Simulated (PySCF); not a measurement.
| atom | x (Å) | y (Å) | z (Å) |
| --- | --- | --- | --- |
| Sn | 0.0000 | 0.0000 | -0.2056 |
| N | 0.0000 | 0.0000 | 1.7604 |

⟨S²⟩ = 0.87, above the pure value of 0.75; core potentials replace the inner electrons of Sn.

All numbers below come from PySCF 2.14.0, PBE0/cc-pVTZ(-PP), non-relativistic Hamiltonian with scalar-relativistic core potentials where named, at a bond length of 1.966 Å.

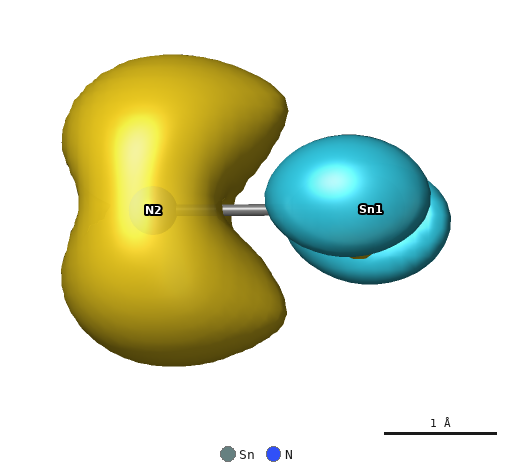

SnN (doublet). Isosurfaces of the spin density at +0.03 (yellow) and −0.03 e/Å³ (cyan), seen from one side.

Question: Which atoms carry the spin?

Answer: The unpaired spin (1 electron) lies mostly on N2 (about 1.1), in electrons by Hirshfeld's partition, with opposite, polarisation-induced spin on Sn1.
